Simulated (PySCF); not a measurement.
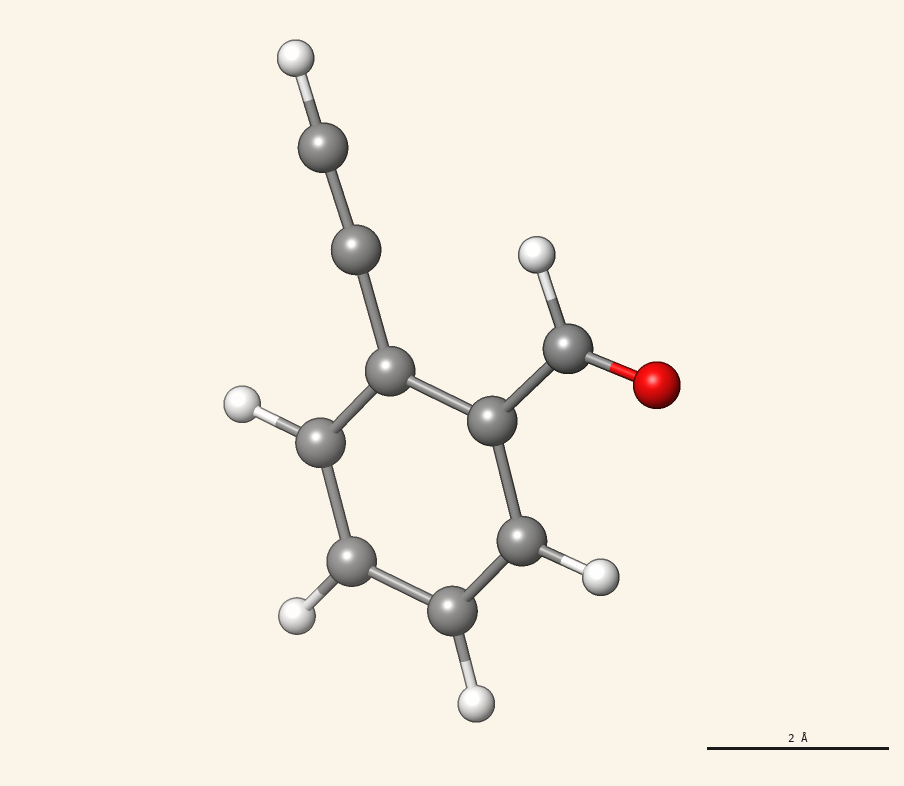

Rendered structure (ball-and-stick style). Colours: carbon grey, oxygen red, hydrogen white.

The geometry was computed by an optimisation with GFN2-xTB. No frequency run is at hand to confirm it as a minimum.

Question: What is the molecular formula?

Answer: C9H6O, 16 atoms: 9 carbon, 6 hydrogen and 1 oxygen.

Question: How many bonds of each kind are drawn?

Answer: 9 C–C, 6 C–H, 1 C–O.

Question: Name functional groups in it.

Answer: Among them: aldehyde, alkyne.

Question: What is its SMILES?

Answer: C#Cc1ccccc1C=O

Question: Does it have rings?

Answer: Independent rings (smallest set): 1 of 6 members, 1 of them aromatic.

More results for the same structure follow; atom numbers are the same in all pictures, views and colours differ.

## Shape

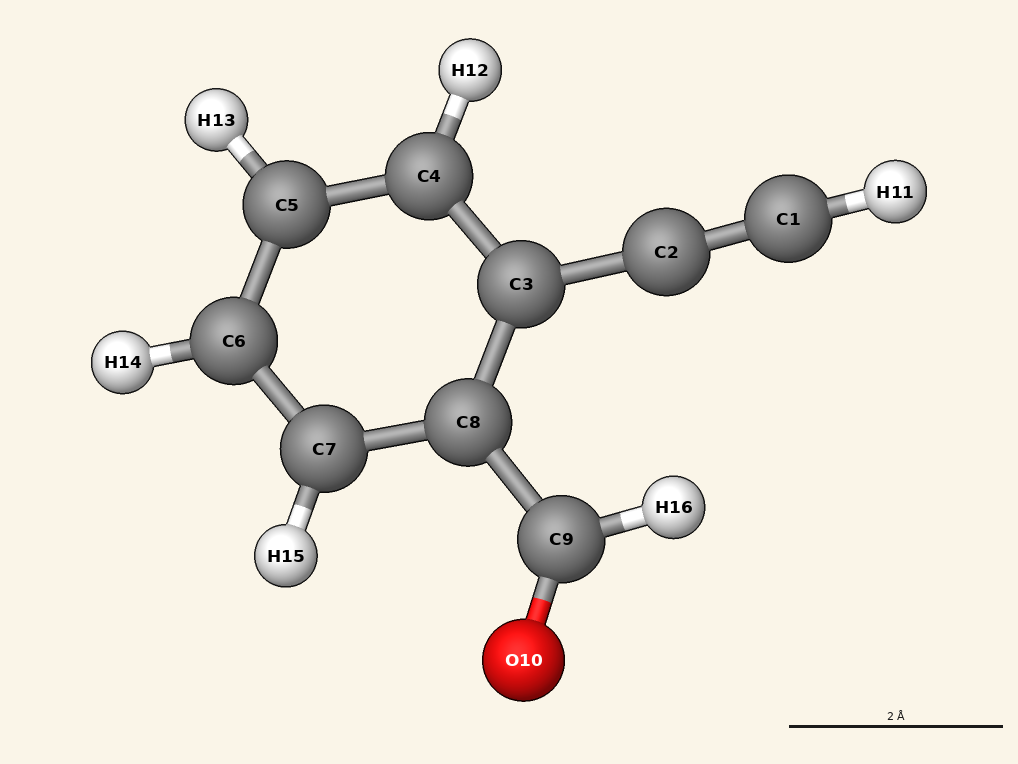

Atoms carry their numbers in the input. No frequency run is at hand to confirm it as a minimum.

List the bonds and their lengths.

```csv
bond,length (Å),order
C1–C2,1.201,triple
C1–H11,1.049,single
C2–C3,1.415,delocalised
C3–C4,1.395,aromatic
C3–C8,1.406,aromatic
C4–C5,1.382,aromatic
C4–H12,1.080,single
C5–C6,1.389,aromatic
C5–H13,1.080,single
C6–C7,1.380,aromatic
C6–H14,1.079,single
C7–C8,1.395,aromatic
C7–H15,1.080,single
C8–C9,1.467,single
C9–O10,1.206,double
C9–H16,1.107,single
```

## Electronic properties

No frequency run is at hand to confirm it as a minimum. Properties computed with PBE0/def2-SVPD, gas phase (PySCF 2.14.0). Excitations: vertical, linear response.

Predict the main results.

- dipole moment: 3.49 D
- HOMO energy (Kohn–Sham orbital): −7.38 eV
- LUMO energy (Kohn–Sham orbital): −2.23 eV
- HOMO–LUMO gap: 5.16 eV
- mean static polarisability: 108.5 bohr³
- lowest vertical singlet excitation: 3.48 eV
- its oscillator strength: 0.000
- brightest of the 6 lowest singlets: 5.65 eV
- its oscillator strength: 0.53

## NMR shielding

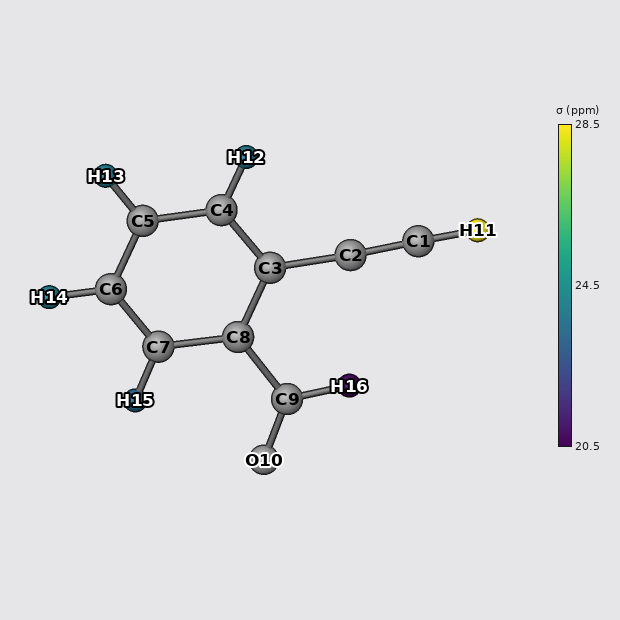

Atoms are coloured by their isotropic NMR shieldings (H only, the others grey). No frequency run is at hand to confirm it as a minimum. Properties computed with GIAO PBE0/pcSseg-1 NMR shielding, non-relativistic, gas phase (PySCF 2.14.0).

Question: Which H atom is the most shielded (lowest chemical shift)?

Answer: H11 (28.41 ppm).

Question: Which H atom is the least shielded (highest chemical shift)?

Answer: H16 (20.78 ppm).

Question: How wide is the range of H shifts?

Answer: 7.63 ppm.

Give the isotropic NMR shieldings of the H atoms atom by atom.

| atom | σ (ppm) |
| --- | --- |
| H11 | 28.41 |
| H12 | 23.69 |
| H13 | 23.90 |
| H14 | 23.94 |
| H15 | 23.26 |
| H16 | 20.78 |

## Ring current

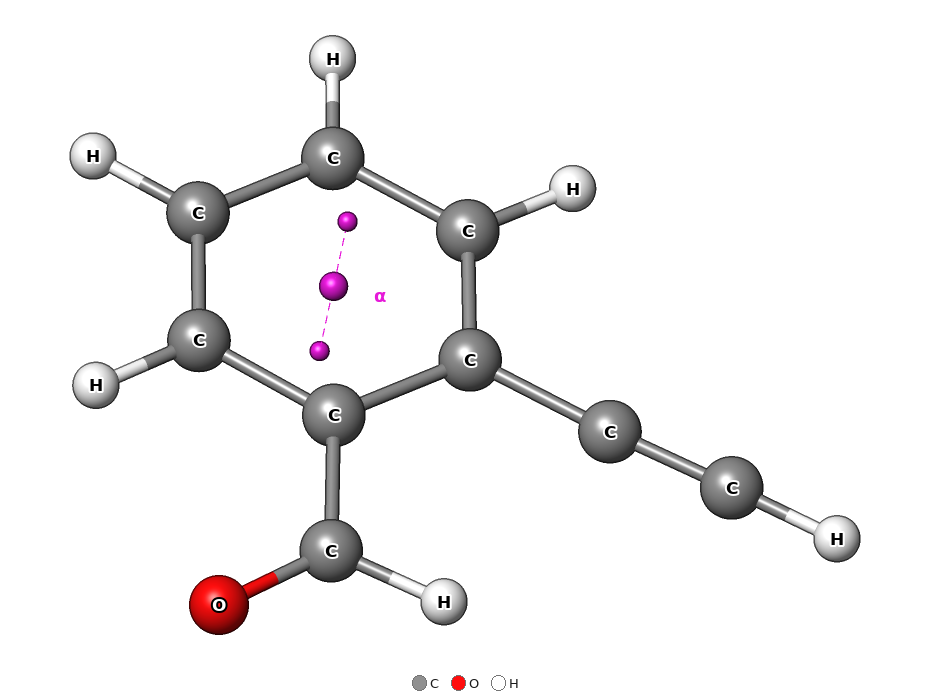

The small points mark where nucleus-independent chemical shifts (NICS) were computed: at the centre of each lettered ring and 1 Å above and below it. No frequency run is at hand to confirm it as a minimum. Level of theory: GIAO PBE0/pcSseg-1 NMR shielding, non-relativistic, gas phase (PySCF 2.14.0).

Give NICS(0), NICS(1) and the out-of-plane component NICS(1)zz for each ring (means of the two sides).

| ring | members | NICS(0) | NICS(1) | NICS(1)zz |
| --- | --- | --- | --- | --- |
| α | C6 | −7.8 | −10.8 | −25.7 |

Values in ppm.

Question: What do the values say about the ring currents?

Answer: Ring α: diatropic, as in an aromatic ring. NICS is one index among several.
